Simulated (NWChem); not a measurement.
# SiNH4O− (SMILES N[SiH-]O) at 3 levels

Wanted: a comparison of 3 runs (HF/STO-3G, HF/3-21G, B3LYP/6-31G*) of SiNH4O−. 

The calculation is run with NWChem 7.3.0.

### 1 Starting point

SiNH4O−: 7 atoms, total charge -1, spin state singlet. As SMILES, `N[SiH-]O`. The shape is that of a GFN2-xTB optimisation. This is one conformer, not always the lowest.

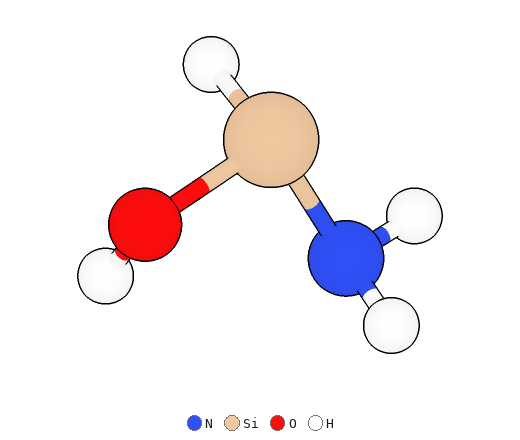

The structure, seen from a chosen angle (nitrogen blue, silicon light orange, oxygen red, hydrogen white).

### 2 Energy and forces at HF/STO-3G (run 1)

Contents of run.py:

```python
from ase import Atoms
from ase.calculators.nwchem import NWChem

atoms = Atoms(['N', 'Si', 'O', 'H', 'H', 'H', 'H'], positions=[
    [-0.940250, 0.080330, -0.489950],
    [0.408150, 0.625000, 0.628660],
    [1.725490, -0.181570, -0.074880],
    [-0.881470, 0.565790, -1.381210],
    [-1.837290, 0.339730, -0.090590],
    [0.007340, -0.353090, 1.768080],
    [1.518040, -1.076200, -0.360110],
])

calc = NWChem(
    label='h4nosi',
    theory='scf',
    memory='2200 mb',
    basis='STO-3G',
    basispar='spherical bse',
    charge=-1,
    scf={'nopen': '0', 'rhf': None, 'thresh': '1e-08', 'maxiter': '80'},
)
atoms.calc = calc

forces = atoms.get_forces()
print(f"energy = {atoms.get_potential_energy():.6f} eV")
print("forces (eV/A):")
for s, f in zip(atoms.symbols, forces):
    print(f"{s:2s} {f[0]:10.5f} {f[1]:10.5f} {f[2]:10.5f}")
print("dipole (e A):", atoms.get_dipole_moment().round(4))
```

Command:

```
export ASE_NWCHEM_COMMAND="nwchem PREFIX.nwi > PREFIX.nwo"
python run.py
```

Log:

```text
energy = -11301.404672 eV
forces (eV/A):
N     1.01826   -1.98566    0.17540
Si   -0.86204    1.45411    2.26015
O     1.20672    0.79015   -0.00807
H    -0.37584    0.72927   -0.60323
H    -0.80167    0.52522    0.01322
H     0.45899    0.36335   -1.35194
H    -0.64437   -1.87644   -0.48553
dipole (e A): [-0.4831 -0.1702 -0.4264]
```

The calculator wrote h4nosi.nwi:

```
title "h4nosi"

permanent_dir h4nosi

scratch_dir h4nosi

start h4nosi

geometry units angstrom nocenter noautosym noautoz
  N  -9.4025000000000003e-01 8.0329999999999999e-02 -4.8995000000000000e-01
  Si 4.0815000000000001e-01 6.2500000000000000e-01 6.2866000000000000e-01
  O  1.7254900000000000e+00 -1.8157000000000001e-01 -7.4880000000000002e-02
  H  -8.8146999999999998e-01 5.6579000000000002e-01 -1.3812100000000000e+00
  H  -1.8372900000000001e+00 3.3972999999999998e-01 -9.0590000000000004e-02
  H  7.3400000000000002e-03 -3.5309000000000001e-01 1.7680800000000001e+00
  H  1.5180400000000001e+00 -1.0762000000000000e+00 -3.6010999999999999e-01
end

charge -1

memory 2200 mb

basis spherical bse noprint
   * library STO-3G
end

scf
  nopen 0
  rhf
  thresh 1e-08
  maxiter 80
end

task scf gradient
```

h4nosi.nwo:

```text
Northwest Computational Chemistry Package (NWChem) 7.3.0
             --------------------------------------------------------

           Job information
           ---------------

    nwchem branch   = 7.3.0
    use scalapack   = T
    input           = h4nosi.nwi
    prefix          = h4nosi.
    data base       = h4nosi/h4nosi.db
    status          = startup
    nproc           =        1

           Memory information
           ------------------

    heap     =     72089594 doubles =      550.0 Mbytes
    stack    =     72089599 doubles =      550.0 Mbytes
    global   =    144179200 doubles =     1100.0 Mbytes (distinct from heap & stack)
    total    =    288358393 doubles =     2200.0 Mbytes
    verify   = yes
    hardfail = no

[... 138 lines left out ...]
 Convergence threshold     :          1.000E-08
[... 12 lines left out ...]
       Final RHF  results
[... 3 lines left out ...]
      One-electron energy =   -804.505148028386
[... 1 line left out ...]
 Nuclear repulsion energy =    108.376379858153
[... 31 lines left out ...]
                       ROHF Final Molecular Orbital Analysis
[... 182 lines left out ...]
                 ----------------------------------------
                 |  Time  |  1-e(secs)   |  2-e(secs)   |
                 ----------------------------------------
                 |  CPU   |       0.00   |       0.17   |
                 ----------------------------------------
                 |  WALL  |       0.00   |       0.17   |
                 ----------------------------------------

 Task  times  cpu:        0.7s     wall:        0.7s
 Total times  cpu:        0.7s     wall:        0.7s
```

It took 1.6 s on 1 thread of Intel Xeon 6975P-C (Granite Rapids), shared host; peak memory 0.099 GiB.

### 3 Energy and gradient at HF/3-21G (run 2)

Contents of h4nosi.nw:

```
START h4nosi
memory 2200 mb
charge -1

GEOMETRY noautosym nocenter noautoz
 N     -0.940250     0.080330    -0.489950
 Si     0.408150     0.625000     0.628660
 O      1.725490    -0.181570    -0.074880
 H     -0.881470     0.565790    -1.381210
 H     -1.837290     0.339730    -0.090590
 H      0.007340    -0.353090     1.768080
 H      1.518040    -1.076200    -0.360110
END

BASIS spherical bse
 * library 3-21G
END

SCF
 singlet
 rhf
 thresh 1e-08
 maxiter 80
END

TASK scf gradient
```

Command:

```
nwchem h4nosi.nw > h4nosi.out
```

Log:

```text
[...]
  functions       =    39
[...]
  wavefunction    = RHF
[...]
         Total SCF energy =   -418.314702671315
      One-electron energy =   -802.641744848385
      Two-electron energy =    275.950662318917
 Nuclear repulsion energy =    108.376379858153
        Time for solution =      0.6s
[...]
                         RHF ENERGY GRADIENTS
    atom               coordinates                        gradient
                 x          y          z           x          y          z
   1 N      -1.776815   0.151802  -0.925871    0.008175  -0.001799   0.013559
   2 Si      0.771292   1.181079   1.187995    0.006234  -0.033393  -0.023697
   3 O       3.260703  -0.343118  -0.141503   -0.019215   0.012359   0.012430
   4 H      -1.665737   1.069188  -2.610108    0.001767   0.002139   0.000498
   5 H      -3.471975   0.641997  -0.171190    0.001809   0.005906   0.000525
   6 H       0.013871  -0.667243   3.341187    0.002288   0.006031  -0.007006
   7 H       2.868680  -2.033723  -0.680509   -0.001059   0.008757   0.003691
[...]
```

Run time: 1.4 s. Hardware: 1 thread of Intel Xeon 6975P-C (Granite Rapids), shared host; peak memory 0.099 GiB.

### 4 Energy and forces at B3LYP/6-31G(d) (Cartesian functions) (run 3)

Contents of mol.nw:

```
start mol
title "H4NOSi"
memory total 2200 mb
charge -1

geometry units angstrom noautosym nocenter noautoz
   N     -0.940250     0.080330    -0.489950
   Si     0.408150     0.625000     0.628660
   O      1.725490    -0.181570    -0.074880
   H     -0.881470     0.565790    -1.381210
   H     -1.837290     0.339730    -0.090590
   H      0.007340    -0.353090     1.768080
   H      1.518040    -1.076200    -0.360110
end

basis
   * library 6-31G*
end

dft
   xc b3lyp
   grid xfine
   convergence energy 1e-08
   iterations 100
   mulliken
   print medium
end

task dft gradient
```

Command:

```
nwchem mol.nw > mol.out
```

Log:

```text
[...]
          Wavefunction type:  closed shell.
          No. of atoms     :     7
          No. of electrons :    34
[...]
          Charge           :    -1
          Spin multiplicity:     1
[...]
          AO basis - number of functions:    57
[...]
              XC Information
              --------------
                         B3LYP Method XC Potential
                     Hartree-Fock (Exact) Exchange  0.200
                        Slater Exchange Functional  0.800 local
                    Becke 1988 Exchange Functional  0.720 non-local
              Lee-Yang-Parr Correlation Functional  0.810
                  VWN I RPA Correlation Functional  0.190 local
[...]
 d= 0,ls=0.0,diis     1   -421.8111340681 -5.30D+02  2.92D-02  6.15D-01     1.4
[...]
 d= 0,ls=0.0,diis    10   -421.8896436959 -1.71D-09  5.45D-07  7.95D-10    12.3
         Total DFT energy =     -421.889643695934
      One electron energy =     -805.440786802446
           Coulomb energy =      313.396702747469
    Exchange-Corr. energy =      -38.221939499110
 Nuclear repulsion energy =      108.376379858153
[...]
      Total Density - Mulliken Population Analysis
     ---------------------------------------------
    Atom       Charge   Shell Charges
 -----------   ------   -------------------------------------------------------
    1 N    7     7.89   1.99  0.79  2.47  0.91  1.71  0.02
    2 Si  14    13.91   2.00  1.99  5.96  1.03  1.46  0.63  0.70  0.14
    3 O    8     8.76   1.99  0.90  2.93  0.93  1.97  0.03
    4 H    1     0.76   0.52  0.25
    5 H    1     0.76   0.52  0.25
    6 H    1     1.25   0.51  0.73
    7 H    1     0.67   0.49  0.18
[...]
  wavefunction    = closed shell
                         DFT ENERGY GRADIENTS
    atom               coordinates                        gradient
                 x          y          z           x          y          z
   1 N      -1.776815   0.151802  -0.925871    0.001788   0.015458   0.007877
   2 Si      0.771292   1.181079   1.187995    0.003573  -0.026939  -0.014891
   3 O       3.260703  -0.343118  -0.141503   -0.022232   0.002618   0.009808
   4 H      -1.665737   1.069188  -2.610108    0.001105  -0.005920   0.001157
   5 H      -3.471975   0.641997  -0.171190    0.005457  -0.000812  -0.001093
   6 H       0.013871  -0.667243   3.341187    0.004406   0.005554  -0.004362
   7 H       2.868680  -2.033723  -0.680509    0.005902   0.010042   0.001505
[...]
```

Wall time 16 s (1 thread of Intel Xeon 6975P-C (Granite Rapids), shared host); peak memory 0.13 GiB.

### 5 All runs side by side

| run | level | Cartesian functions | iteration cap | energy (Eh) | HOMO energy (eV) | LUMO energy (eV) | HOMO–LUMO gap (eV) | wall time |
| --- | --- | --- | --- | --- | --- | --- | --- | --- |
| 1 | HF/STO-3G | no | 80 | -415.318965 | 3.14 | 21.43 | 18.30 | 1.6 s |
| 2 | HF/3-21G | no | 80 | -418.314703 | -0.81 | 10.94 | 11.75 | 1.4 s |
| 3 | B3LYP/6-31G* (Cartesian functions) | yes | 100 | -421.889644 | 1.72 | 6.57 | 4.85 | 16 s |

### 6 Summary of results

| quantity | value |
| --- | --- |
| run 3: total energy | -421.88964 Eh |
| run 3: HOMO energy | 1.72 eV |
| run 3: LUMO energy | 6.57 eV |
| run 3: HOMO–LUMO gap (to an unbound level, set by the basis) | 4.85 eV |
| run 3: largest force on an atom | 1.593 eV/Å |

**Reading.** The HOMO–LUMO gap runs from 4.85 eV (B3LYP/6-31G*) to 18.30 eV (HF/STO-3G). The two ends differ in method and basis. The empty levels of an anion lie above zero and hang on the basis. In runs 1, 3 the HOMO lies above zero, so the outermost electron may be held by the basis alone. In run 1 the basis is minimal, so the values are rough. All runs together took 19 s, the longest 16 s.
